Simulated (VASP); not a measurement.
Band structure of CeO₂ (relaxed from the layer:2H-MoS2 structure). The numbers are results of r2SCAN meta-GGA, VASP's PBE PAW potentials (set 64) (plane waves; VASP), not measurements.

The cell holds a wide vacuum, so values per volume refer to the whole cell.

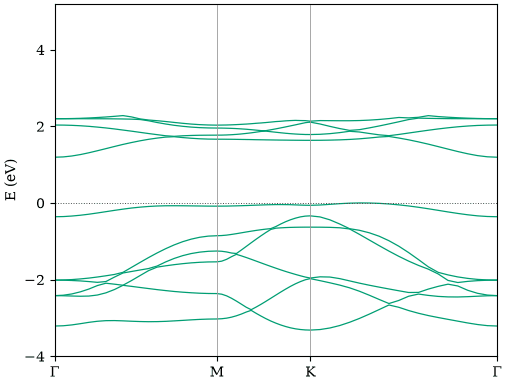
Bands along high-symmetry lines, zero at the valence-band maximum or, without a gap, the Fermi level

Task: Read the plot: is there a gap, and where are the band edges?

Result: The gap is indirect, 1.19 eV, from the valence maximum at K-Γ at 0.26 to the conduction minimum at Γ.

The cell is a sheet with vacuum, built from a generated structure. The run is not spin-polarised, so no magnetic state was tried.
